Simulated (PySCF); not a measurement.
C4H6AlB2N

```yaml
atoms:
  - { symbol: B, position_ang: [-2.6371, 0.3010, 0.5830] }
  - { symbol: B, position_ang: [-1.8703, -1.1575, 0.5913] }
  - { symbol: N, position_ang: [-0.4631, -1.2772, 0.4366] }
  - { symbol: Al, position_ang: [0.8894, -0.0993, 0.2070] }
  - { symbol: C, position_ang: [0.6108, 1.8226, 0.2128] }
  - { symbol: C, position_ang: [0.4764, 3.0260, 0.2144] }
  - { symbol: C, position_ang: [2.6490, -0.8888, -0.0409] }
  - { symbol: C, position_ang: [3.7621, -1.3424, -0.1849] }
  - { symbol: H, position_ang: [-2.8580, 0.9081, 1.5636] }
  - { symbol: H, position_ang: [-3.0543, 0.7852, -0.4026] }
  - { symbol: H, position_ang: [-2.4703, -2.1746, 0.7215] }
  - { symbol: H, position_ang: [-0.1180, -2.2381, 0.4521] }
  - { symbol: H, position_ang: [0.3508, 4.0740, 0.2148] }
  - { symbol: H, position_ang: [4.7319, -1.7394, -0.3109] }
```

Geometry: GFN2-xTB.

Method: PBE0/pcSseg-1, SCF density, gas phase, non-relativistic in PySCF 2.14.0.

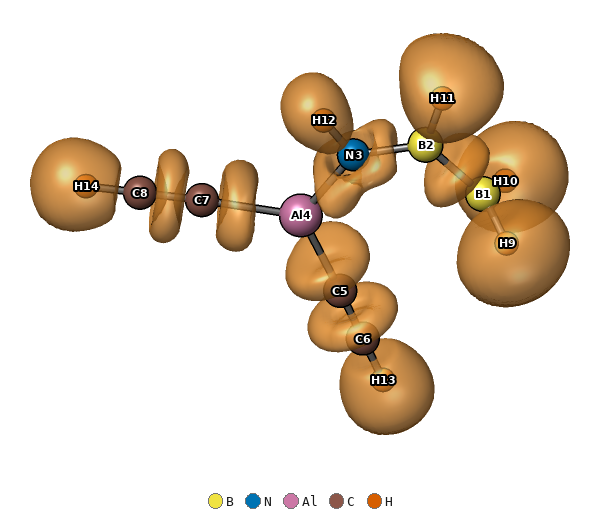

Figure 1. Isosurface of the ELF at 0.8 (orange), seen at an oblique angle. Core shells and regions of very low density are left out.

What do the ELF domains correspond to?

Answer. At this value the surface marks out one region between bonded B–B atoms (shared pairs), two regions between bonded C–C atoms (shared pairs), six regions around hydrogen nuclei, two lobes of the valence shell of C pointing towards Al (polar bonds) and one region on N in which the atom's valence shell and bonds are merged.


C–C (1.21 Å): the ELF peaks at about 0.85 between the atoms: a multiple bond. B–N (1.42 Å): the ELF peaks at about 0.95 between the atoms, as expected for a short, strongly polar bond.

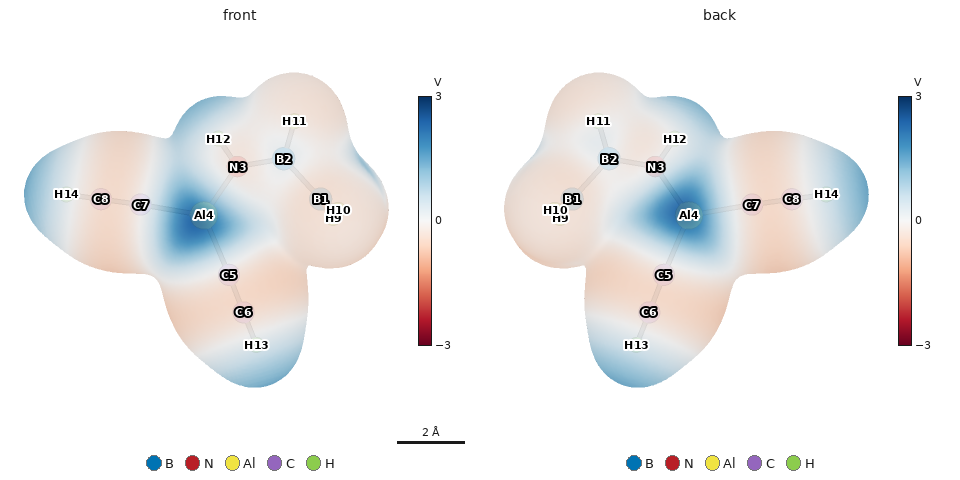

Figure 2. The electrostatic potential painted on the density surface at 0.001 e/bohr³, seen from the front and from behind; red is negative and blue positive.

Describe the electrostatic potential map.

Answer. The most negative region (about −0.7 V) lies over C5, C6, C7 and C8, the most positive (about +2.3 V) over Al4.

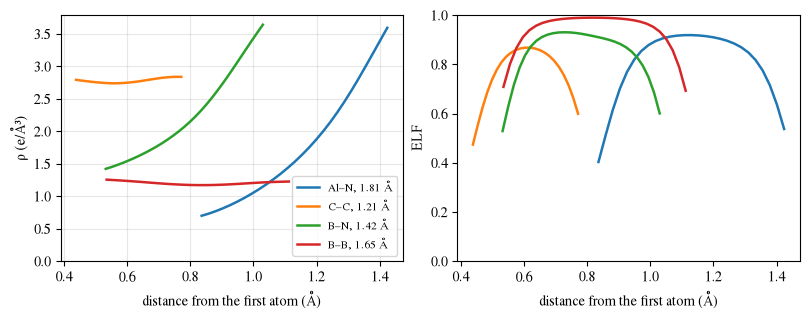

Figure 3. Electron density and ELF along straight lines between neighbouring atoms. The curves leave out the atomic cores.

What can be read from the curves?

Answer. Al–N (1.81 Å): the density is about 0.81 e/Å³ at the midpoint; the ELF peaks at about 0.90 in the valence shell of N, 0.7 Å from its nucleus, and is about 0.70 at the midpoint.
C–C (1.21 Å): the density is about 2.7 e/Å³ at the midpoint; the ELF peaks at about 0.85 between the atoms (a multiple bond).
B–N (1.42 Å): the density is about 1.8 e/Å³ at the midpoint; the ELF peaks at about 0.95 between the atoms; a polar covalent bond.
B–B (1.65 Å): the density is about 1.2 e/Å³ at the midpoint; the ELF peaks at about 1 between the atoms, as expected for a covalent bond.
